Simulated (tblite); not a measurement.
## C$_{3}$H$_{10}$F$_{2}$OSi$_{2}$: geometry relaxation (part 2 of 2)

C$_{3}$H$_{10}$F$_{2}$OSi$_{2}$; GFN2-xTB geometry optimisation, gas phase (tblite 0.8.0). It belongs to a series of runs on one base structure; here: constitutional isomer.

Geometry of the input (Å):
```
C  -2.1537  0.4878  -1.0950
C  -1.1074  -0.2203  -0.3102
C  -1.6459  -0.4855  1.0946
O  0.0562  0.4988  -0.1359
Si 1.4887  -0.1624  -0.6719
Si 3.0761  0.4311  0.7782
F  4.4974  0.9033  -0.0069
F  3.4406  -0.9271  1.7474
H  -1.8269  1.5058  -1.3888
H  -2.5330  -0.1176  -1.9355
H  -3.0396  0.6199  -0.4185
H  -0.9014  -1.1773  -0.8039
H  -1.9339  0.5168  1.5060
H  -0.8627  -0.9426  1.7373
H  -2.5439  -1.1095  0.9931
H  1.5138  -1.6289  -0.6999
H  1.9381  0.2942  -1.9926
H  2.5289  1.5199  1.5908
```

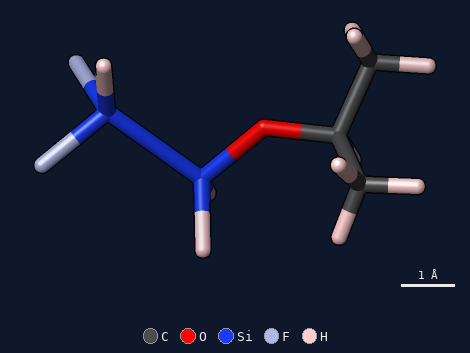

**Figure 1.** The geometry at step 76 of the log (stick view, seen at a tilt).

Trajectory as extended XYZ, continued
```
18
Properties=species:S:1:pos:R:3:forces:R:3 step=38 energy=-780.98352
C    -2.0568    0.5614   -1.0907   -0.0170  -0.0160  -0.0180
C    -1.2037   -0.3994   -0.2499   -0.0340   0.0790   0.0000
C    -1.7500   -0.5121    1.1710    0.0320  -0.0450   0.0170
O     0.1143    0.0909   -0.1635   -0.0530  -0.1270   0.0620
Si    1.5486   -0.2949   -0.7905   -0.0110   0.0030   0.0830
Si    2.9694    0.5628    0.7761   -0.0740   0.0430   0.0290
F     4.3138    0.9915    0.0061   -0.0060   0.0330   0.0340
F     3.5713   -0.5725    1.7459   -0.0090   0.0100  -0.0400
H    -1.5479    1.5218   -1.1488   -0.0170  -0.0530  -0.0200
H    -2.2200    0.1841   -2.0957    0.1160   0.0170  -0.0410
H    -3.0297    0.7236   -0.6321    0.0390  -0.0560   0.0120
H    -1.1868   -1.4088   -0.6910    0.0300   0.1880  -0.0720
H    -1.7771    0.4677    1.6404    0.0520  -0.0040   0.0080
H    -1.1076   -1.1710    1.7485    0.0050   0.0290   0.0910
H    -2.7541   -0.9246    1.1566   -0.0230  -0.0270  -0.0190
H     1.7108   -1.7490   -0.9700   -0.0650  -0.0120  -0.0320
H     1.7112    0.2872   -2.1331   -0.0310  -0.0230  -0.0190
H     2.6855    1.6475    1.7090    0.0660  -0.0400  -0.0760
18
Properties=species:S:1:pos:R:3:forces:R:3 step=47 energy=-781.01579
C    -1.9386    0.5856   -1.0581    0.0060  -0.0340  -0.0210
C    -1.2097   -0.4592   -0.2041   -0.0710   0.0250   0.0120
C    -1.8261   -0.5289    1.1942    0.0140   0.0410  -0.0270
O     0.1449   -0.1239   -0.0321   -0.0620  -0.0240  -0.0920
Si    1.5401   -0.3721   -0.8004    0.0550   0.0560   0.0000
Si    2.9460    0.5936    0.7180   -0.0430   0.0310  -0.0330
F     4.2692    1.1028   -0.0393    0.0030  -0.0140  -0.0690
F     3.6214   -0.4628    1.7231   -0.0070  -0.0570   0.0000
H    -1.4613    1.5533   -0.9541    0.0600   0.0720   0.0950
H    -1.9335    0.3165   -2.1096    0.0880  -0.0260  -0.0450
H    -2.9711    0.6713   -0.7315   -0.0070   0.0000  -0.0440
H    -1.2869   -1.4344   -0.7084    0.0830   0.0110   0.1530
H    -1.7091    0.4350    1.6802   -0.0250   0.0870  -0.0020
H    -1.3240   -1.2688    1.8059    0.1010  -0.1360  -0.0130
H    -2.8814   -0.7746    1.1427   -0.0370  -0.0400  -0.0450
H     1.7991   -1.7932   -1.0965   -0.0710  -0.0250   0.0510
H     1.5937    0.2593   -2.1345   -0.0710   0.0150   0.0500
H     2.6184    1.7070    1.5929   -0.0170   0.0170   0.0280
18
Properties=species:S:1:pos:R:3:forces:R:3 step=57 energy=-781.06997
C    -1.7404    0.6042   -1.0138   -0.0100   0.0020  -0.1420
C    -1.2011   -0.5168   -0.1297   -0.0530   0.0480  -0.0720
C    -1.9077   -0.5366    1.2188   -0.0230   0.0490  -0.0190
O     0.1650   -0.3195    0.1170   -0.0220   0.0210  -0.0510
Si    1.4872   -0.4350   -0.7991    0.0240   0.0610  -0.0480
Si    2.9093    0.6429    0.6200    0.0040   0.0040  -0.0160
F     4.1925    1.2108   -0.1644   -0.0060  -0.0500  -0.0780
F     3.6460   -0.3642    1.6312    0.0160  -0.0060   0.0140
H    -1.3982    1.5617   -0.6244   -0.0270  -0.0410  -0.0390
H    -1.3837    0.4887   -2.0395   -0.0240   0.0540   0.1770
H    -2.8291    0.5922   -1.0141    0.0870  -0.0180  -0.0450
H    -1.3440   -1.4815   -0.6369    0.0320   0.0070   0.0060
H    -1.6921    0.3887    1.7497   -0.0330  -0.0610   0.0120
H    -1.5532   -1.3764    1.8030    0.0630  -0.0540   0.1420
H    -2.9784   -0.6339    1.0793   -0.0780   0.0020   0.0170
H     1.7527   -1.8411   -1.1600    0.0220   0.0400   0.0180
H     1.3398    0.2501   -2.1024    0.0220  -0.0430   0.0720
H     2.5268    1.7721    1.4537    0.0070  -0.0160   0.0520
18
Properties=species:S:1:pos:R:3:forces:R:3 step=66 energy=-781.08387
C    -1.7447    0.6044   -1.0226    0.0010   0.0010   0.0020
C    -1.2067   -0.5063   -0.1248    0.0410   0.0560  -0.0500
C    -1.9151   -0.5462    1.2264   -0.0030   0.0510  -0.0380
O     0.1545   -0.2670    0.1160    0.0230  -0.0050   0.0750
Si    1.4769   -0.4065   -0.7940   -0.0030  -0.0020  -0.0070
Si    2.9188    0.6406    0.6181   -0.0030  -0.0220   0.0060
F     4.1877    1.1668   -0.2165   -0.0140  -0.0030   0.0040
F     3.6558   -0.3742    1.6218    0.0310  -0.0100  -0.0130
H    -1.4427    1.5691   -0.6196   -0.0400  -0.0280   0.0170
H    -1.3295    0.5036   -2.0216    0.0030   0.0170  -0.0120
H    -2.8265    0.5669   -1.0826   -0.0620  -0.0350  -0.0110
H    -1.3077   -1.4738   -0.6384   -0.0590   0.0250   0.0590
H    -1.7329    0.3841    1.7587    0.0030   0.0240  -0.0200
H    -1.5344   -1.3643    1.8305    0.0240  -0.0360  -0.0160
H    -2.9842   -0.6701    1.0904   -0.0420  -0.0440  -0.0150
H     1.7306   -1.8182   -1.1273    0.0260  -0.0300  -0.0120
H     1.3432    0.2490   -2.1094    0.0150   0.0040   0.0200
H     2.5482    1.7486    1.4834    0.0590   0.0370   0.0120
18
Properties=species:S:1:pos:R:3:forces:R:3 step=76 energy=-781.10469
C    -1.8046    0.6033   -1.0460    0.0110  -0.0390   0.0080
C    -1.2077   -0.4514   -0.1212    0.0570   0.0030  -0.0450
C    -1.9293   -0.5353    1.2183    0.0290   0.0130  -0.0580
O     0.1387   -0.1461    0.1341    0.0160   0.0260  -0.0120
Si    1.4662   -0.3698   -0.7539    0.0200  -0.0100   0.0590
Si    2.9624    0.6055    0.6477    0.0740   0.0310  -0.0170
F     4.1972    1.0828   -0.2626    0.0470   0.0320  -0.0290
F     3.7318   -0.4440    1.5895   -0.0090  -0.0370   0.0090
H    -1.6442    1.5994   -0.6367   -0.0120  -0.0830   0.0280
H    -1.3153    0.5427   -2.0145   -0.0450   0.0530  -0.0300
H    -2.8702    0.4327   -1.1664   -0.0040   0.0130  -0.0420
H    -1.2467   -1.4325   -0.6163   -0.0700   0.0240  -0.0110
H    -1.8652    0.4156    1.7404   -0.0040   0.0250  -0.0280
H    -1.4464   -1.2958    1.8242   -0.0680  -0.0350   0.0870
H    -2.9730   -0.7929    1.0648    0.0040  -0.0290   0.0420
H     1.6837   -1.7943   -1.0631   -0.0260  -0.0390   0.0100
H     1.3955    0.2574   -2.0860   -0.0230   0.0320   0.0020
H     2.7183    1.7289    1.5359    0.0030   0.0190   0.0280
18
Properties=species:S:1:pos:R:3:forces:R:3 step=85 energy=-781.11721
C    -1.8453    0.5911   -1.0629    0.0220  -0.0220   0.0400
C    -1.2003   -0.4212   -0.1221    0.0070  -0.0170  -0.0010
C    -1.9418   -0.5290    1.2067    0.0260  -0.0110  -0.0350
O     0.1299   -0.0524    0.1457   -0.0220  -0.0010   0.0020
Si    1.4668   -0.3440   -0.7107   -0.0240  -0.0040   0.0220
Si    3.0298    0.5911    0.6486   -0.0020   0.0090  -0.0130
F     4.2470    1.0461   -0.2976    0.0100   0.0040   0.0080
F     3.7865   -0.5028    1.5501    0.0080  -0.0100  -0.0060
H    -1.8103    1.5822   -0.6181   -0.0120   0.0040   0.0120
H    -1.3022    0.6130   -2.0040   -0.0100   0.0070  -0.0070
H    -2.8799    0.3193   -1.2543    0.0190   0.0100   0.0030
H    -1.1947   -1.4043   -0.6116   -0.0120  -0.0250  -0.0040
H    -1.9710    0.4367    1.7035   -0.0040   0.0310  -0.0300
H    -1.4302   -1.2337    1.8564    0.0200  -0.0160   0.0080
H    -2.9541   -0.8801    1.0368   -0.0600   0.0140   0.0100
H     1.6045   -1.7871   -0.9916    0.0100   0.0190   0.0140
H     1.4103    0.2742   -2.0474    0.0090   0.0040  -0.0320
H     2.8460    1.7072    1.5609    0.0140   0.0050   0.0080
18
Properties=species:S:1:pos:R:3:forces:R:3 step=95 energy=-781.11934
C    -1.8430    0.5872   -1.0585   -0.0020   0.0020   0.0050
C    -1.2057   -0.4348   -0.1253   -0.0080   0.0010   0.0060
C    -1.9508   -0.5303    1.2018   -0.0010   0.0000   0.0030
O     0.1238   -0.0692    0.1502   -0.0030   0.0020  -0.0050
Si    1.4648   -0.3399   -0.7057    0.0030  -0.0140   0.0040
Si    3.0345    0.5985    0.6459    0.0000  -0.0050  -0.0050
F     4.2510    1.0522   -0.3019   -0.0010   0.0060  -0.0060
F     3.7948   -0.5044    1.5338   -0.0020  -0.0050  -0.0020
H    -1.8177    1.5707   -0.5958   -0.0010   0.0060  -0.0050
H    -1.2934    0.6280   -1.9952   -0.0020   0.0000   0.0000
H    -2.8748    0.3163   -1.2634    0.0020   0.0000  -0.0020
H    -1.2049   -1.4171   -0.6175    0.0030  -0.0030   0.0120
H    -1.9694    0.4442    1.6837    0.0020  -0.0050  -0.0010
H    -1.4427   -1.2319    1.8585   -0.0100  -0.0010   0.0010
H    -2.9706   -0.8687    1.0412    0.0080   0.0030  -0.0100
H     1.6179   -1.7819   -0.9821    0.0100   0.0110   0.0020
H     1.4096    0.2751   -2.0456   -0.0010   0.0010  -0.0040
H     2.8679    1.7123    1.5643    0.0020   0.0020   0.0070
18
Properties=species:S:1:pos:R:3:forces:R:3 step=104 energy=-781.11961
C    -1.8413    0.5867   -1.0570    0.0010   0.0040   0.0030
C    -1.2067   -0.4372   -0.1233   -0.0060   0.0010   0.0050
C    -1.9550   -0.5295    1.2020   -0.0070   0.0020   0.0040
O     0.1238   -0.0754    0.1519    0.0000   0.0020   0.0010
Si    1.4653   -0.3409   -0.7047    0.0060  -0.0060   0.0020
Si    3.0351    0.6008    0.6442    0.0000  -0.0030  -0.0020
F     4.2463    1.0583   -0.3087    0.0010   0.0030  -0.0020
F     3.7977   -0.5054    1.5261    0.0040  -0.0010  -0.0040
H    -1.8199    1.5693   -0.5918    0.0050  -0.0010  -0.0040
H    -1.2867    0.6309   -1.9906   -0.0040  -0.0020  -0.0010
H    -2.8720    0.3163   -1.2681    0.0070  -0.0070   0.0000
H    -1.2083   -1.4206   -0.6132    0.0020   0.0010   0.0000
H    -1.9693    0.4440    1.6856    0.0010   0.0030  -0.0010
H    -1.4564   -1.2355    1.8611    0.0000  -0.0060  -0.0060
H    -2.9760   -0.8603    1.0345   -0.0020   0.0000   0.0010
H     1.6329   -1.7810   -0.9819   -0.0040   0.0060   0.0030
H     1.4063    0.2736   -2.0448   -0.0020   0.0010  -0.0030
H     2.8752    1.7121    1.5669   -0.0020   0.0010   0.0050
```

Key numbers

- outcome: converged
- total energy: −781.1196 eV
- hardware: 1 CPU thread, shared host
- wall time: 1.5 s
- peak memory: 0.18 GiB
